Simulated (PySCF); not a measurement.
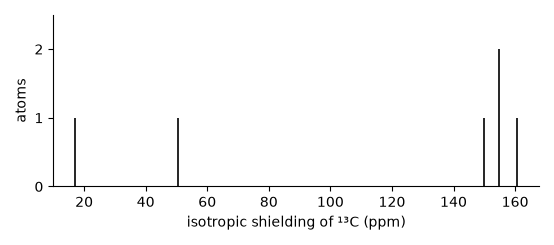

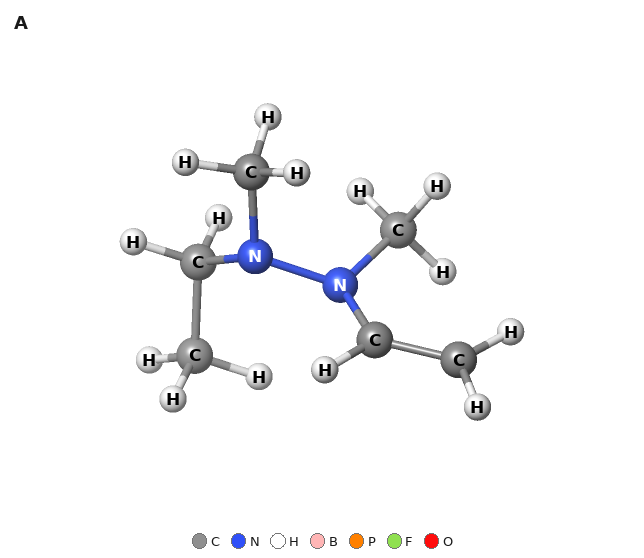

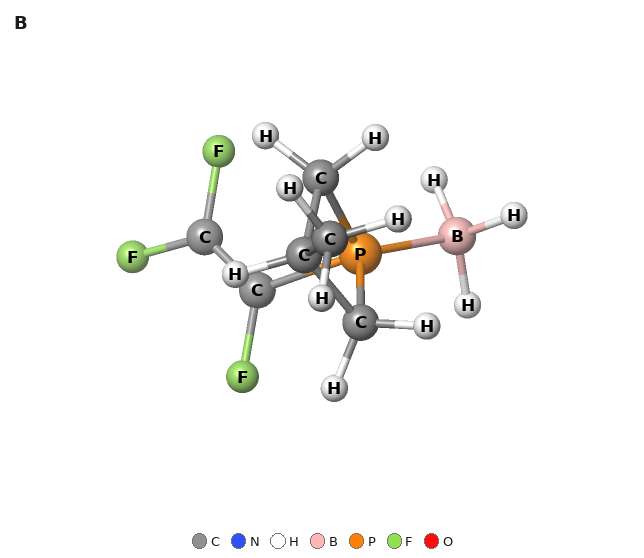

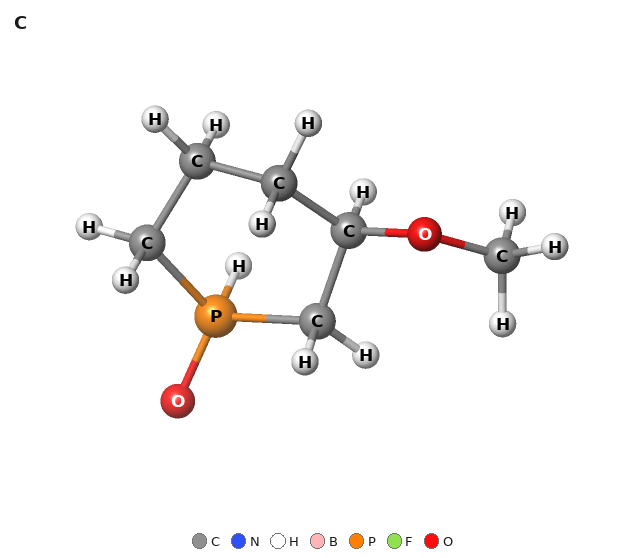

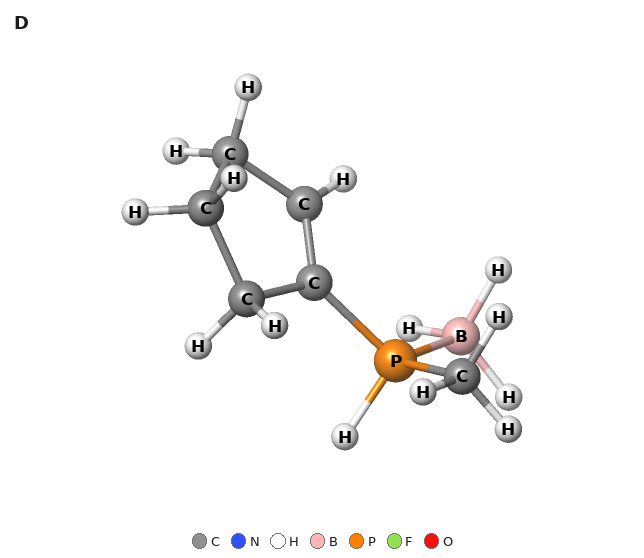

The sticks are computed shieldings of one of the molecules, for one fixed geometry (GFN2-xTB) without averaging over rotations. Low shielding means a high chemical shift. Method: GIAO PBE0/pcSseg-1 NMR shielding, non-relativistic, gas phase (PySCF 2.14.0).

**Which molecule gives this pattern?**

B, `[BH3-][P@+]1(C(F)=C(F)F)C[C@H](C)C1`. Its 6 C atoms give lines at 17.1, 50.4, 149.9, 154.7 (2 atoms), 160.6 ppm.

The geometry is semi-empirical. Around B, P such bond lengths and angles can be off by a tenth of an ångström or more and by several degrees, and values that hang on the shape move with them.
